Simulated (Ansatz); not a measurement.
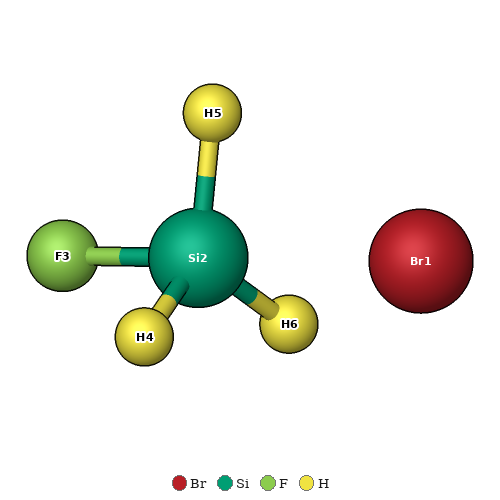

The system is the pair Br···FH₃Si, charge −1; the picture shows the reference structure. Coordinates scanned: (1) separation of Si2 and Br1 along their line in the relaxed pair; (2) sideways slip of Br1. Nothing is relaxed (both partners rigid). Grid: 9 × 9 points. Points are written as (first, second). Energies: kcal/mol, counted from the lowest grid point. Method: RKS PBE0-D4/def2-TZVPD in Ansatz.

Its coordinates:

```xyz
6

Br   -0.3760   -0.8158   -2.2991
Si    0.0432    0.0938    0.2643
F     0.2985    0.6474    1.8247
H    -1.4152    0.3448    0.1899
H     0.5010   -1.3017    0.4607
H     0.9485    1.0315   -0.4404
```

Range: separation of Si2 and Br1 along their line in the relaxed pair from 2.312 to 4.912 Å; sideways slip of Br1 from −3.00 to 3.00 Å.

> Predict the map.

The lowest grid point is at (2.685 Å, 0.00 Å). It is the only kind of minimum in the scanned range. The highest grid point, (4.912 Å, 3.00 Å), lies 21.1 kcal/mol above the lowest. Round the minimum the two coordinates are nearly uncoupled.

```
second ↓, first →  2.312  2.453  2.685  2.970  3.297  3.658  4.050  4.468  4.912
             3.00   17.9   17.5   17.3   17.5   18.0   18.8   19.6   20.4   21.1
             2.25   19.7   17.3   15.2   14.6   15.2   16.4   17.7   19.0   20.1
             1.50   20.9   15.7   11.3   10.1   11.3   13.4   15.6   17.5   19.1
             0.75   14.9    8.4    4.0    4.1    6.9   10.4   13.7   16.3   18.3
             0.00   11.5    4.2    0.0    1.0    4.8    9.1   12.9   15.8   18.0
            −0.75   13.3    7.3    3.5    3.9    6.8   10.4   13.7   16.3   18.3
            −1.50   15.4   12.0    9.4    9.3   11.0   13.3   15.5   17.5   19.1
            −2.25   15.4   14.3   13.6   13.9   14.9   16.3   17.7   19.0   20.1
            −3.00   16.6   16.5   16.7   17.2   17.9   18.7   19.6   20.4   21.1
```

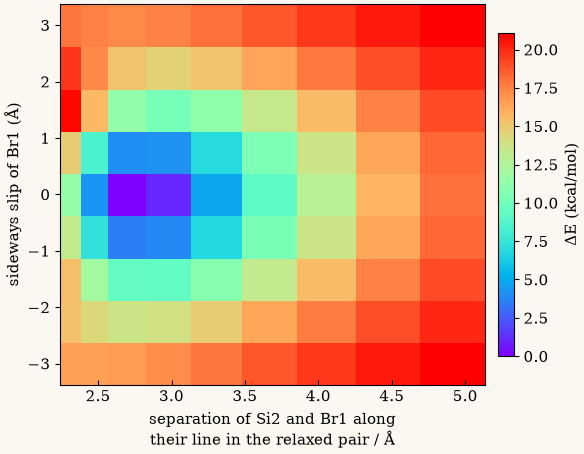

The picture shows one coloured cell a grid point.

The whole map (81 points run) took 8.6 min on 1 thread of Arm Neoverse V2, on a shared host.
